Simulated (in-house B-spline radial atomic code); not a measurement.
## Run report: Se³²⁺, many-body perturbation calculation

Se³²⁺. Computed at this level: configuration interaction of two valence electrons with many-body perturbation theory for the core (screened one- and two-electron correlation potentials), Breit and QED, no-pair Dirac, B-spline basis (in-house B-spline radial atomic code).

**Input**
```
basis_form = 3
Z = 34
core_configuration = 
rms_radius = 4.14
mass_number = 80
speed_of_light = 137.035999084
box_radius = 2.647
lmax = 6
intervals = 57
virtual_cutoff = 2312.0
```

Launched within a batch (the task file carries these settings):
```bash
python <driver script> task.json out
```

The program writes its results to a structured record and prints no log; tables and figures of this report are taken from that record.

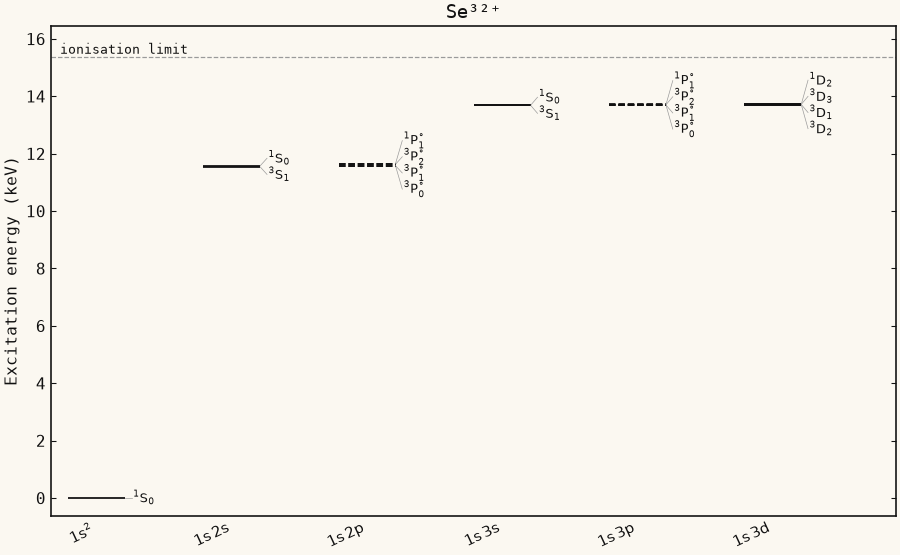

Figure 1. Levels of Se³²⁺, two electrons outside the core bare nucleus. CI+MBPT: configuration interaction in the frozen-core Dirac–Hartree–Fock potential with screened core-valence correlation, Breit and QED terms; computed with a B-spline radial code. The lowest level is 1s² ¹S₀. The first excited level, 1s 2s ³S₁, lies at 11.5 keV. The lowest level of opposite parity, 1s 2p ³P°₀, is at 11.6 keV. The ionisation energy is 15370 eV, against 15390 eV from CI without core-valence correlation and a tabulated theoretical value of 15370 eV.

```tsv
Level	E (keV)
1s² ¹S₀	0
1s 2s ³S₁	11.53
1s 2p ³P°₀	11.58
1s 2p ³P°₁	11.58
1s 2s ¹S₀	11.58
1s 2p ³P°₂	11.63
1s 2p ¹P°₁	11.65
1s 3s ³S₁	13.68
1s 3p ³P°₀	13.69
1s 3s ¹S₀	13.69
1s 3p ³P°₁	13.69
1s 3p ³P°₂	13.71
1s 3d ³D₂	13.71
1s 3d ³D₁	13.71
1s 3p ¹P°₁	13.71
1s 3d ³D₃	13.72
```

**Key numbers**

- outcome: converged
- hardware: 1 thread of Arm Neoverse V1, 112 GiB of memory available, shared host
- wall time: 63 s
